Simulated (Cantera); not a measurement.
A closed system holds: 1 mol AlCl₃, 1.9 mol H₂O, 330 mol H₂, 240 mol NH₃, held at 0.100 bar.

Equilibrium computed with Cantera from the NASA thermochemical tables; the gas is ideal and each condensed phase is pure. Candidate condensed phases: Al, AlCl₃, AlN, Al₂O₃, H₂O, NH₄Cl; 45 gas species. The tables' values for AlOH are old estimates; treat these amounts as uncertain. Condensed phases not in the tables: AlOCl. The numbers say what is thermodynamically allowed, not how fast it happens.

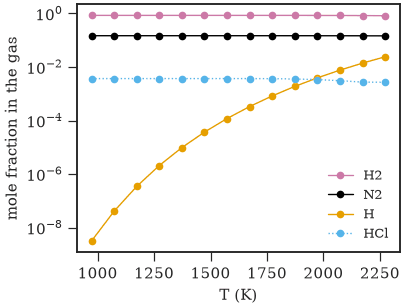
Figure. Equilibrium gas composition (values under 1e-9 drawn at 1e-9)

Question: Read off the mole fractions at 1173 K.

Answer: H₂ about 0.85, N₂ about 0.15, HCl about 0.0037, H about 3.4e-7.
